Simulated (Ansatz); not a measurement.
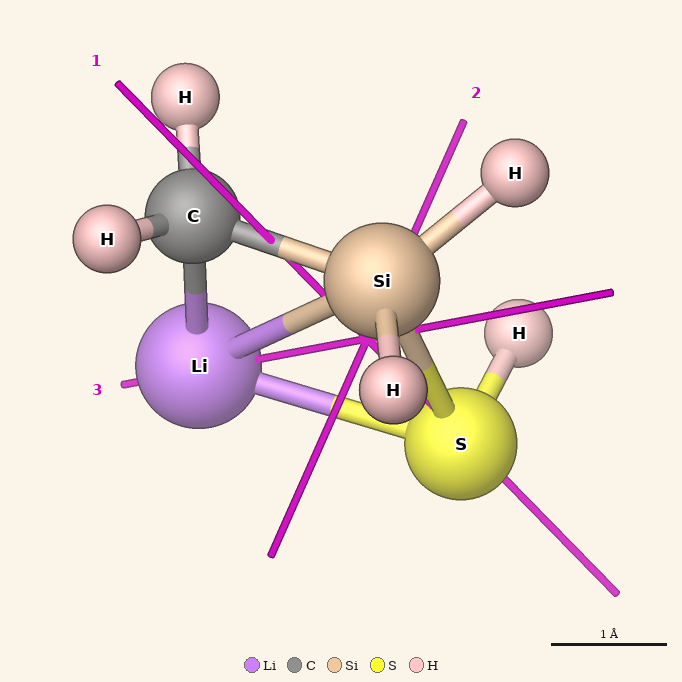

The three principal axes of inertia are drawn and numbered. Atoms fade into the background with distance from the viewer. Computed geometry: PBE0-D4/def2-TZVP optimisation. No frequency run is at hand to confirm it as a minimum. Masses are those of the most abundant isotopes; constants are for the rigid equilibrium geometry.

Which line is the a axis (least moment of inertia), which b and which c?

Answer. a is line 1, b is line 3, c is line 2; the moments are 57.5, 141, 185 u Å².

Classify the rotor and give the rotational constants (GHz).

Answer. An asymmetric top (C1): A = 8.79, B = 3.59, C = 2.73 GHz. Ray's parameter κ is −0.72, nearer the prolate limit.
